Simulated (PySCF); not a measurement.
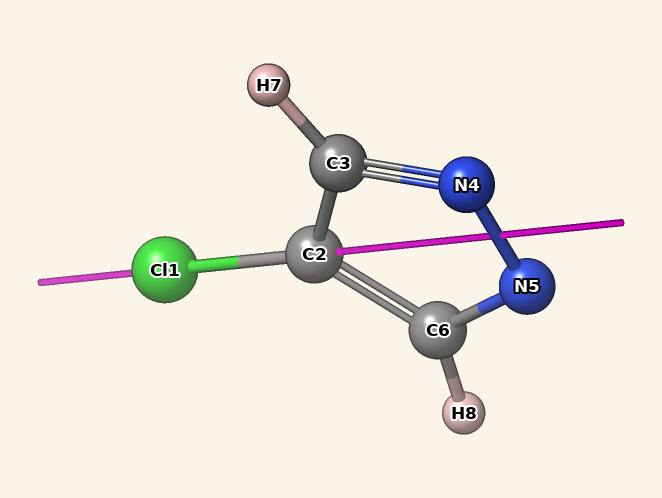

A line through the centre of mass is drawn in. Depth is shown by fading: the farther an atom, the more it takes the colour of the background. State: charge −1, singlet. The geometry was computed by an optimisation with PBE0-D3(BJ)/def2-SVP. No frequency run is at hand to confirm it as a minimum.

Is the line a proper rotation axis of the structure, and of what order?

Answer. Yes, a C2 axis. A turn by 180° leaves Cl1, C2 in place and moves C3 ↔ C6; N4 ↔ N5; H7 ↔ H8. The point group is C2v.
